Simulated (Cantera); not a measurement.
Feed: 1 mol Al, 2 mol N₂O, 1.4 mol N₂, at 8400 Pa.

Cantera equilibrium calculation (NASA polynomials, part measured and part estimated; ideal gas, pure solids and liquids). Candidate condensed phases: Al, AlN, Al₂O₃; 16 gas species. The numbers say what is thermodynamically allowed, not how fast it happens.

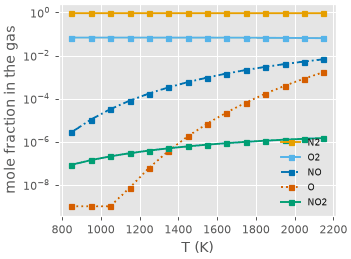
Equilibrium gas composition (values under 1e-9 drawn at 1e-9)

**Question.** Read off the mole fractions at 1648 K.

**Answer.** N₂ about 0.93, O₂ about 0.068, NO about 0.0015, O about 2.3e-5, NO₂ about 8.6e-7.
